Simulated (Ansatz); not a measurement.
# C2HFGa (SMILES C#[C][Ga][F]) (doublet): what the fields show

| atom | x (Å) | y (Å) | z (Å) |
| --- | --- | --- | --- |
| C | -1.0897 | 2.2894 | -1.0475 |
| C | -1.3417 | 1.0910 | -1.0598 |
| F | -1.7975 | -1.7812 | 0.1130 |
| Ga | -1.7628 | -0.7671 | -1.3254 |
| H | -0.8645 | 3.3416 | -1.0050 |

Geometry: r2SCAN-D4/def2-SVP.

All numbers below come from Ansatz, isolated molecule in a Gaussian basis; Kohn-Sham density functional theory, functional PBE0.

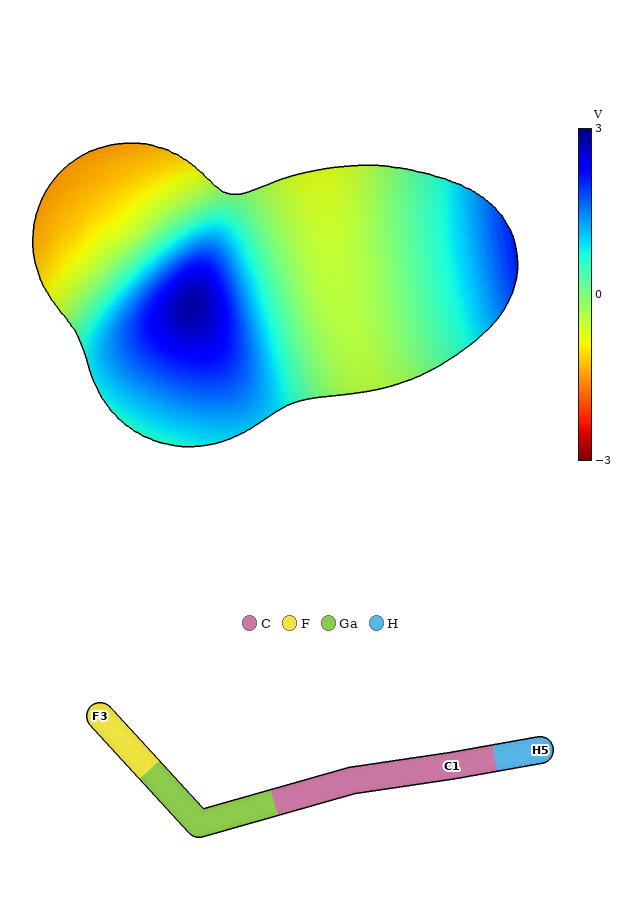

Figure 1. The molecular electrostatic potential painted on the density surface at 0.002 e/bohr³, seen across its widest extent; the colour scale runs from red (negative) to blue (positive). The bare structure is drawn below in the same view.

**Describe the electrostatic potential map.**

The most negative region (about −1.5 V) lies over F3, the most positive (about +2.8 V) over Ga4.

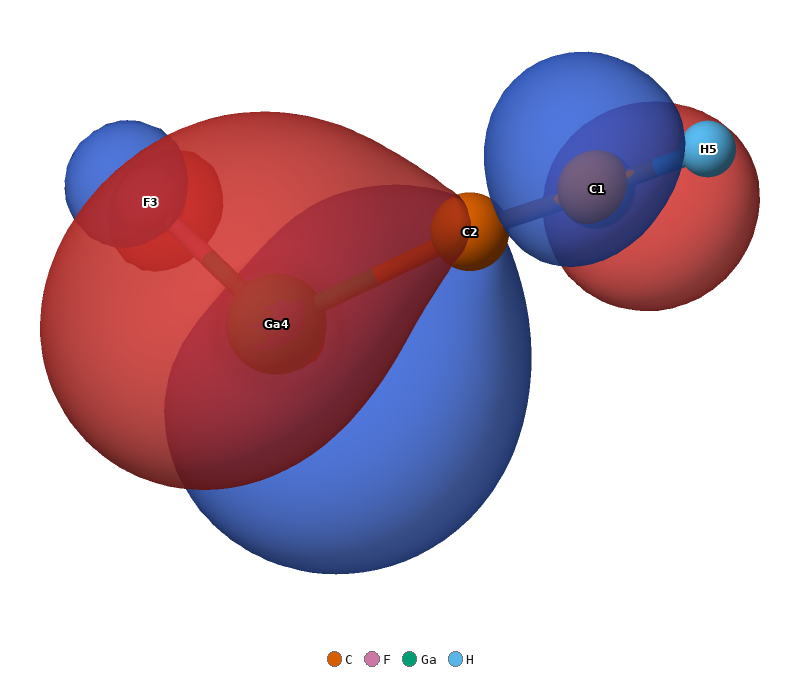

Figure 2. One frontier orbital at ±0.08 Å⁻³ᐟ² (red and blue are the two phases), seen at a tilt.

**Which orbital is it: HOMO (α) or LUMO (α)?**

The LUMO (α), at −2.13 eV. Its weight (Hirshfeld) is mainly on Ga4 (about 70 %), C1 (about 15 %) and C2 (about 10 %); it changes sign across the molecular plane (π type); π-antibonding (a node) across C1–C2.

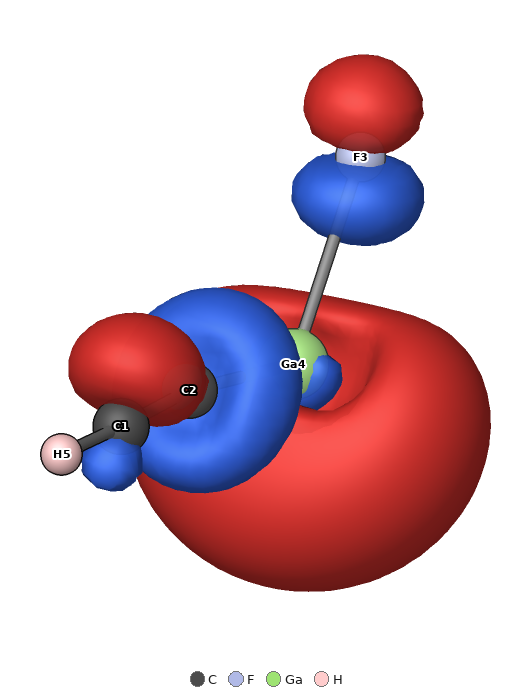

Figure 3. The HOMO (α) at ±0.15 Å⁻³ᐟ² (red and blue are the two phases), seen at an oblique angle.

**Where does this orbital lie, and at what energy?**

By Hirshfeld shares it lies mainly on Ga4 (about 70 %), C2 (about 10 %) and F3 (about 10 %); it is symmetric in the molecular plane (an in-plane orbital: σ, lone-pair or in-plane π type). Its energy is −6.83 eV.
